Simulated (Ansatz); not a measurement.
# Run report: Ga12P11H32 (charge −1), geometry relaxation (part 1 of 2)

Ga12P11H32 (Ga12P11 zinc blende off sphere), charge −1, computed with RKS PBE-D4/def2-SVP (Ansatz 0.2.0).

Figures and captions count atoms from 1; the log counts them from 0 in places.

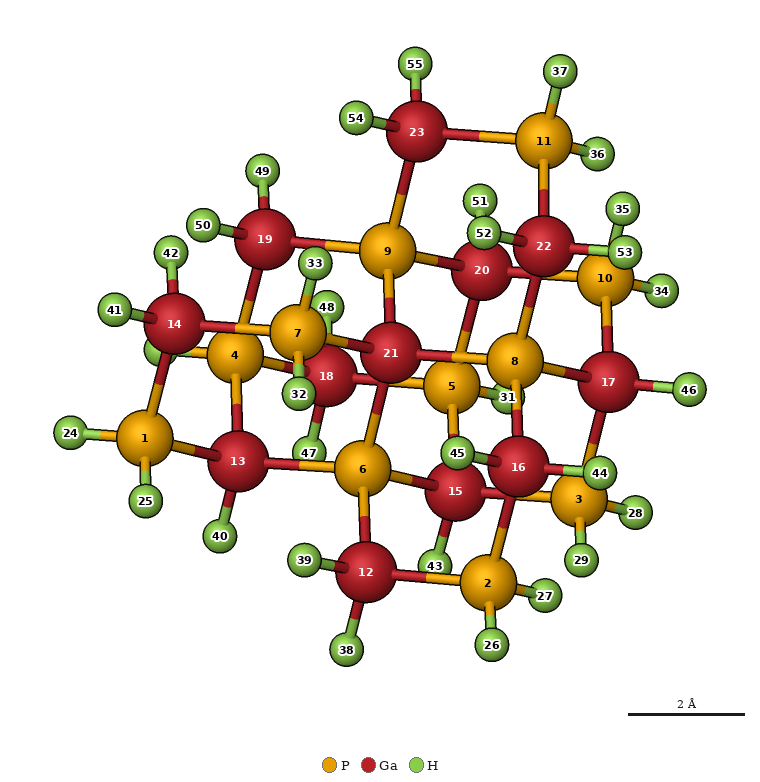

**Figure 1.** The structure as given in the input (ball-and-stick view, seen at a tilt; atoms are numbered from 1 in the order of the input). Sticks mark near contacts. Bond lengths as drawn: Ga–H 1.51 to 1.58 Å, Ga–P 2.31 to 2.40 Å and H–P 1.36 to 1.44 Å.

Key numbers

```tsv
quantity	value
outcome	converged
total energy	−730999.4046 eV
mean-field energy	−730994.4378 eV
dispersion energy	−4.9668 eV
HOMO	−3.27 eV
LUMO	0.51 eV
largest force (length of the vector) at the end	0.015 eV/Å
hardware	11 CPU threads, shared host
wall time	83 s (CPU time 6.5 min)
peak memory	1.5 GiB
```

Input
```yaml
crystal:
  periodic: [false, false, false]
  atoms:
    - {symbol: P, position_ang: [-4.351900, 1.740500, -0.589600]}
    - {symbol: P, position_ang: [-1.651600, -3.708200, 2.137200]}
    - {symbol: P, position_ang: [1.084900, -3.713100, -0.589100]}
    - {symbol: P, position_ang: [-1.627600, 1.728600, -3.311300]}
    - {symbol: P, position_ang: [1.081900, -0.999200, -3.326800]}
    - {symbol: P, position_ang: [-1.623100, -0.996200, -0.598900]}
    - {symbol: P, position_ang: [-1.643800, 1.724400, 2.130600]}
    - {symbol: P, position_ang: [1.088800, -0.977400, 2.145600]}
    - {symbol: P, position_ang: [1.052300, 1.699900, -0.597200]}
    - {symbol: P, position_ang: [3.811600, -0.993600, -0.591300]}
    - {symbol: P, position_ang: [3.849700, 1.711500, 2.124800]}
    - {symbol: Ga, position_ang: [-2.963900, -2.349600, 0.777900]}
    - {symbol: Ga, position_ang: [-3.002300, 0.341000, -1.954500]}
    - {symbol: Ga, position_ang: [-2.992900, 3.072300, 0.757700]}
    - {symbol: Ga, position_ang: [-0.270600, -2.373500, -1.958500]}
    - {symbol: Ga, position_ang: [-0.268100, -2.358800, 3.485400]}
    - {symbol: Ga, position_ang: [2.464300, -2.345900, 0.772800]}
    - {symbol: Ga, position_ang: [-0.281800, 0.376700, -4.689600]}
    - {symbol: Ga, position_ang: [-0.256400, 3.074600, -1.943300]}
    - {symbol: Ga, position_ang: [2.455100, 0.347000, -1.961800]}
    - {symbol: Ga, position_ang: [-0.268700, 0.369800, 0.753200]}
    - {symbol: Ga, position_ang: [2.438800, 0.368700, 3.486000]}
    - {symbol: Ga, position_ang: [2.459000, 3.102100, 0.743200]}
    - {symbol: H, position_ang: [-5.161500, 2.554900, -1.407300]}
    - {symbol: H, position_ang: [-5.177500, 0.931200, 0.217500]}
    - {symbol: H, position_ang: [-2.426900, -4.535300, 2.916500]}
    - {symbol: H, position_ang: [-0.825400, -4.536800, 1.333800]}
    - {symbol: H, position_ang: [1.904100, -4.554500, -1.420800]}
    - {symbol: H, position_ang: [0.297900, -4.519900, 0.204100]}
    - {symbol: H, position_ang: [-2.440400, 2.543200, -4.120800]}
    - {symbol: H, position_ang: [1.914400, -1.801200, -4.129300]}
    - {symbol: H, position_ang: [-2.444200, 0.935800, 2.905000]}
    - {symbol: H, position_ang: [-0.825900, 2.537000, 2.917400]}
    - {symbol: H, position_ang: [4.631200, -1.814800, -1.389900]}
    - {symbol: H, position_ang: [4.624300, -0.178500, 0.232000]}
    - {symbol: H, position_ang: [4.632000, 0.906800, 1.299400]}
    - {symbol: H, position_ang: [4.652500, 2.534800, 2.928400]}
    - {symbol: H, position_ang: [-3.881500, -3.251300, -0.108400]}
    - {symbol: H, position_ang: [-3.883200, -1.470000, 1.646400]}
    - {symbol: H, position_ang: [-3.876600, -0.538900, -2.836200]}
    - {symbol: H, position_ang: [-3.860800, 3.957000, 1.620100]}
    - {symbol: H, position_ang: [-2.096200, 4.018100, -0.136200]}
    - {symbol: H, position_ang: [-1.177400, -3.239600, -2.858800]}
    - {symbol: H, position_ang: [0.612000, -3.253600, 4.390100]}
    - {symbol: H, position_ang: [-1.164800, -1.466000, 4.379400]}
    - {symbol: H, position_ang: [3.331900, -3.253200, 1.642800]}
    - {symbol: H, position_ang: [-1.158600, -0.540300, -5.587600]}
    - {symbol: H, position_ang: [0.641400, 1.254000, -5.572000]}
    - {symbol: H, position_ang: [0.627200, 3.973500, -2.849600]}
    - {symbol: H, position_ang: [-1.152300, 3.984100, -1.085300]}
    - {symbol: H, position_ang: [3.357100, 1.246000, -2.862000]}
    - {symbol: H, position_ang: [1.552800, 1.249000, 4.406500]}
    - {symbol: H, position_ang: [3.326900, -0.521000, 4.350000]}
    - {symbol: H, position_ang: [1.566300, 3.993300, 1.653500]}
    - {symbol: H, position_ang: [3.335100, 3.983300, -0.110700]}
basis:
  gaussian: {orbitals: def2-SVP, fitting: {mean_field: def2-universal-jkfit}}
total_charge: -1
hamiltonian: {xc: pbe, dispersion: d4}
scf: {lower_state_search: "off"}
output: {orbitals: {seedname: orbitals}}
relax: {f_tol: 0.03, max_steps: 70}
```

Run as:
```bash
ansatz run in.yaml --threads 11 --pin off --events-out ev --progress --plain --max-ram 166912MiB --backend cuda --devices 0, --max-vram 75GiB
```

The program's output
```
Functional definition: PBE
  name "PBE"
  cite "Perdew, Burke & Ernzerhof, Phys. Rev. Lett. 77, 3865 (1996) doi:10.1103/PhysRevLett.77.3865"
  parent pbe
  parameter kappa = 0.804
  parameter beta = 0.06672455060314922
  exchange = pbe_x(kappa = kappa, mu = beta*pi^2/3)
  correlation = pbe_c(beta = beta)
these checks for a lower state are left out or cut short: stability, starts, cluster_reference, orbital_swaps, neighbouring_geometries, increment
5176 factors; integrals over basis functions are off by at most 3.2e-1 eV
mean field evaluation 1: about -730970.3829 eV, gradient 1.2e2 eV
mean field evaluation 2: about -730894.8584 eV, gradient 2.0e2 eV
mean field evaluation 4: about -730990.3277 eV, gradient 1.1e1 eV
mean field evaluation 8: about -730990.7981 eV, gradient 1.1e0 eV
mean field evaluation 16: about -730990.8070 eV, gradient 2.0e-3 eV
mean field -730990.80699998 eV, -26863.4166738842 hartree, gradient 8.3e-6 eV, S^2 0.000000; 0 other end points of the search recorded, 0 dependent functions left out
the calculation of the forces begins
reference -730990.80710848 eV, -26863.4166778716 hartree; 285, 285 occupied and 457, 457 virtual orbitals, 5176 factors
relax step   1: F+E_penalty+E_count = -730995.90895397 eV  Δ(F+E_penalty+E_count) = +0.000e0 eV  max|allowed force component| = 1.992e0 eV/Å  Δτ_max = 0.0000 Å  (21 SCF iters, accepted)
these checks for a lower state are left out or cut short: stability, starts, cluster_reference, orbital_swaps, neighbouring_geometries, increment
5176 factors; integrals over basis functions are off by at most 3.3e-1 eV
mean field -730993.13709807 eV, -26863.5023034098 hartree, gradient 6.0e-6 eV, S^2 0.000000; 0 other end points of the search recorded, 0 dependent functions left out
[... from here on the field's lines of each further geometry are left out, up to the last ...]
relax step   2: F+E_penalty+E_count = -730998.20045926 eV  Δ(F+E_penalty+E_count) = -2.292e0 eV  max|allowed force component| = 6.806e-1 eV/Å  Δτ_max = 0.1947 Å  (21 SCF iters, accepted)
relax step   3: F+E_penalty+E_count = -730998.92728759 eV  Δ(F+E_penalty+E_count) = -7.268e-1 eV  max|allowed force component| = 2.364e-1 eV/Å  Δτ_max = 0.1947 Å  (19 SCF iters, accepted)
relax step   4: F+E_penalty+E_count = -730999.14117308 eV  Δ(F+E_penalty+E_count) = -2.139e-1 eV  max|allowed force component| = 1.393e-1 eV/Å  Δτ_max = 0.1949 Å  (20 SCF iters, accepted)
relax step   5: F+E_penalty+E_count = -730999.23883869 eV  Δ(F+E_penalty+E_count) = -9.767e-2 eV  max|allowed force component| = 1.578e-1 eV/Å  Δτ_max = 0.1954 Å  (20 SCF iters, accepted)
relax step   6: F+E_penalty+E_count = -730999.29161554 eV  Δ(F+E_penalty+E_count) = -5.278e-2 eV  max|allowed force component| = 1.183e-1 eV/Å  Δτ_max = 0.2000 Å  (20 SCF iters, accepted)
relax step   7: F+E_penalty+E_count = -730999.31967153 eV  Δ(F+E_penalty+E_count) = -2.806e-2 eV  max|allowed force component| = 2.054e-1 eV/Å  Δτ_max = 0.1932 Å  (20 SCF iters, accepted)
relax step   8: F+E_penalty+E_count = -730999.32988207 eV  Δ(F+E_penalty+E_count) = -1.021e-2 eV  max|allowed force component| = 1.185e-1 eV/Å  Δτ_max = 0.1103 Å  (19 SCF iters, accepted)
relax step   9: F+E_penalty+E_count = -730999.33772417 eV  Δ(F+E_penalty+E_count) = -7.842e-3 eV  max|allowed force component| = 6.529e-2 eV/Å  Δτ_max = 0.1197 Å  (20 SCF iters, accepted)
relax step  10: F+E_penalty+E_count = -730999.34538855 eV  Δ(F+E_penalty+E_count) = -7.664e-3 eV  max|allowed force component| = 1.086e-1 eV/Å  Δτ_max = 0.1171 Å  (19 SCF iters, accepted)
relax step  11: F+E_penalty+E_count = -730999.35143174 eV  Δ(F+E_penalty+E_count) = -6.043e-3 eV  max|allowed force component| = 1.830e-1 eV/Å  Δτ_max = 0.1474 Å  (19 SCF iters, accepted)
relax step  12: F+E_penalty+E_count = -730999.35609502 eV  Δ(F+E_penalty+E_count) = -4.663e-3 eV  max|allowed force component| = 2.544e-1 eV/Å  Δτ_max = 0.0819 Å  (20 SCF iters, accepted)
relax step  13: F+E_penalty+E_count = -730999.36266072 eV  Δ(F+E_penalty+E_count) = -6.566e-3 eV  max|allowed force component| = 2.708e-1 eV/Å  Δτ_max = 0.0801 Å  (20 SCF iters, accepted)
relax step  14: F+E_penalty+E_count = -730999.36806723 eV  Δ(F+E_penalty+E_count) = -5.407e-3 eV  max|allowed force component| = 2.928e-1 eV/Å  Δτ_max = 0.1057 Å  (19 SCF iters, accepted)
relax step  15: F+E_penalty+E_count = -730999.37302714 eV  Δ(F+E_penalty+E_count) = -4.960e-3 eV  max|allowed force component| = 2.774e-1 eV/Å  Δτ_max = 0.1054 Å  (19 SCF iters, accepted)
relax step  16: F+E_penalty+E_count = -730999.37806874 eV  Δ(F+E_penalty+E_count) = -5.042e-3 eV  max|allowed force component| = 2.909e-1 eV/Å  Δτ_max = 0.1279 Å  (19 SCF iters, accepted)
relax step  17: F+E_penalty+E_count = -730999.38207341 eV  Δ(F+E_penalty+E_count) = -4.005e-3 eV  max|allowed force component| = 3.429e-1 eV/Å  Δτ_max = 0.1128 Å  (19 SCF iters, accepted)
relax step  18: F+E_penalty+E_count = -730999.38625961 eV  Δ(F+E_penalty+E_count) = -4.186e-3 eV  max|allowed force component| = 2.448e-1 eV/Å  Δτ_max = 0.0593 Å  (21 SCF iters, accepted)
relax step  19: F+E_penalty+E_count = -730999.39117228 eV  Δ(F+E_penalty+E_count) = -4.913e-3 eV  max|allowed force component| = 7.371e-2 eV/Å  Δτ_max = 0.0695 Å  (20 SCF iters, accepted)
relax step  20: F+E_penalty+E_count = -730999.39430283 eV  Δ(F+E_penalty+E_count) = -3.131e-3 eV  max|allowed force component| = 6.278e-2 eV/Å  Δτ_max = 0.0747 Å  (20 SCF iters, accepted)
relax step  21: F+E_penalty+E_count = -730999.39635311 eV  Δ(F+E_penalty+E_count) = -2.050e-3 eV  max|allowed force component| = 7.041e-2 eV/Å  Δτ_max = 0.0856 Å  (20 SCF iters, accepted)
relax step  22: F+E_penalty+E_count = -730999.39797430 eV  Δ(F+E_penalty+E_count) = -1.621e-3 eV  max|allowed force component| = 9.296e-2 eV/Å  Δτ_max = 0.0897 Å  (20 SCF iters, accepted)
relax step  23: F+E_penalty+E_count = -730999.39913203 eV  Δ(F+E_penalty+E_count) = -1.158e-3 eV  max|allowed force component| = 7.898e-2 eV/Å  Δτ_max = 0.0343 Å  (21 SCF iters, accepted)
relax step  24: F+E_penalty+E_count = -730999.40080155 eV  Δ(F+E_penalty+E_count) = -1.670e-3 eV  max|allowed force component| = 5.691e-2 eV/Å  Δτ_max = 0.0689 Å  (20 SCF iters, accepted)
relax step  25: F+E_penalty+E_count = -730999.40168943 eV  Δ(F+E_penalty+E_count) = -8.879e-4 eV  max|allowed force component| = 4.928e-2 eV/Å  Δτ_max = 0.0646 Å  (20 SCF iters, accepted)
relax step  26: F+E_penalty+E_count = -730999.40260421 eV  Δ(F+E_penalty+E_count) = -9.148e-4 eV  max|allowed force component| = 6.179e-2 eV/Å  Δτ_max = 0.0694 Å  (20 SCF iters, accepted)
relax step  27: F+E_penalty+E_count = -730999.40257770 eV  Δ(F+E_penalty+E_count) = +2.651e-5 eV  max|allowed force component| = 1.051e-1 eV/Å  Δτ_max = 0.0692 Å  (21 SCF iters, rejected (line search))
relax step  28: F+E_penalty+E_count = -730999.40386605 eV  Δ(F+E_penalty+E_count) = -1.262e-3 eV  max|allowed force component| = 4.908e-2 eV/Å  Δτ_max = 0.0334 Å  (21 SCF iters, accepted)
relax step  29: F+E_penalty+E_count = -730999.40409942 eV  Δ(F+E_penalty+E_count) = -2.334e-4 eV  max|allowed force component| = 4.119e-2 eV/Å  Δτ_max = 0.0193 Å  (21 SCF iters, accepted)
the calculation of the forces begins
reference -730994.43828722 eV, -26863.5501212290 hartree; 285, 285 occupied and 457, 457 virtual orbitals, 5176 factors
relax step  30: F+E_penalty+E_count = -730999.40424419 eV  Δ(F+E_penalty+E_count) = -1.448e-4 eV  max|allowed force component| = 3.297e-2 eV/Å  Δτ_max = 0.0146 Å  (15 SCF iters, accepted)
these checks for a lower state are left out or cut short: stability, starts, cluster_reference, orbital_swaps, neighbouring_geometries, increment
5176 factors; integrals over basis functions are off by at most 3.5e-1 eV
mean field -730994.43771239 eV, -26863.5501001043 hartree, gradient 1.7e-6 eV, S^2 0.000000; 0 other end points of the search recorded, 0 dependent functions left out
the calculation of the forces begins
reference -730994.43782013 eV, -26863.5501040637 hartree; 285, 285 occupied and 457, 457 virtual orbitals, 5176 factors
relax step  31: F+E_penalty+E_count = -730999.40446977 eV  Δ(F+E_penalty+E_count) = -2.256e-4 eV  max|allowed force component| = 1.228e-2 eV/Å  Δτ_max = 0.0339 Å  (21 SCF iters, accepted)
```

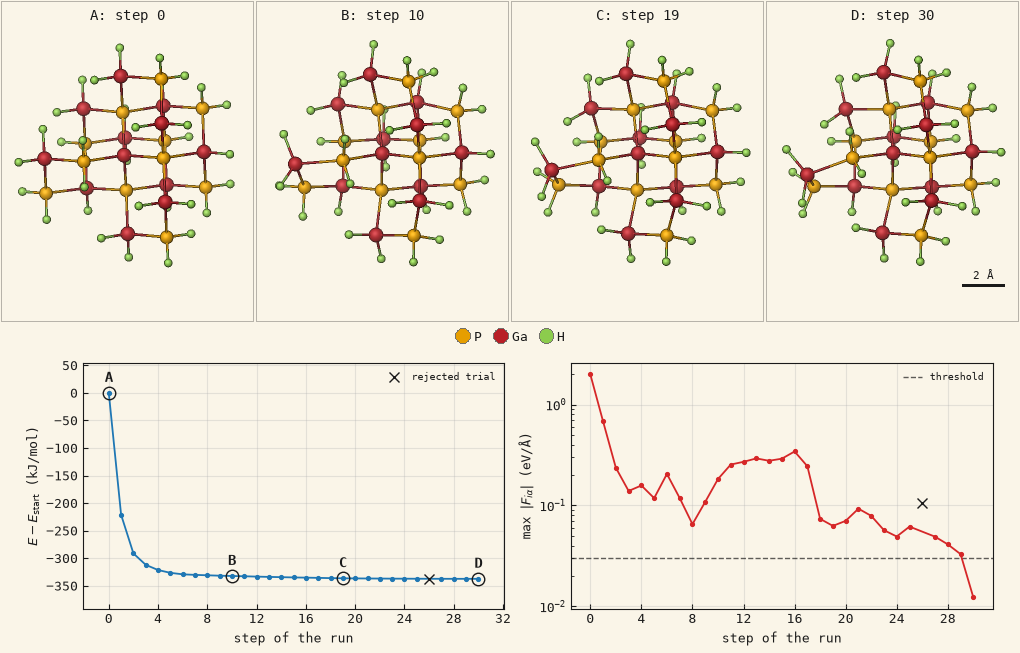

**Figure 2.** Frames of the relaxation (ball-and-stick view, seen at a tilt) above the curves, on which the letters mark them (the first geometry is step 0 here and step 1 in the log).

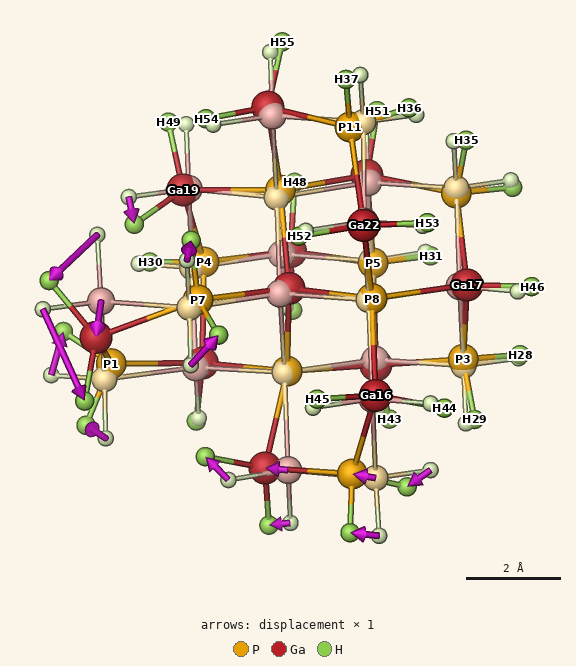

**Figure 3.** Start (faint) and end (solid) with the displacements as pink arrows, at true length (ball-and-stick view, seen at a tilt). The two geometries are laid on each other by the best rigid fit. H41 moves most after the best rigid fit: 2.23 Å. By element the largest moves are H 2.23 Å, Ga 1.00 Å, P 0.52 Å. Among the contacts that change: P1–Ga14 2.331 → 2.430 Å, P10–Ga20 2.349 → 2.445 Å, P2–Ga12 2.327 → 2.424 Å, P3–Ga15 2.347 → 2.438 Å. Among the angles that change: Ga13–P1–Ga14 109.7° → 133.2°, Ga14–P7–Ga21 108.7° → 127.6°, H41–Ga14–H42 107.4° → 123.3°. After 30 geometry steps the energy has fallen by 337.3 kJ/mol. Largest force component: 2 eV/Å at the start, 0.012 eV/Å at the end. The line search rejected the trial step at point 26 (counted from 0) and went back. (Atoms are counted from 1 in the order of the input.)
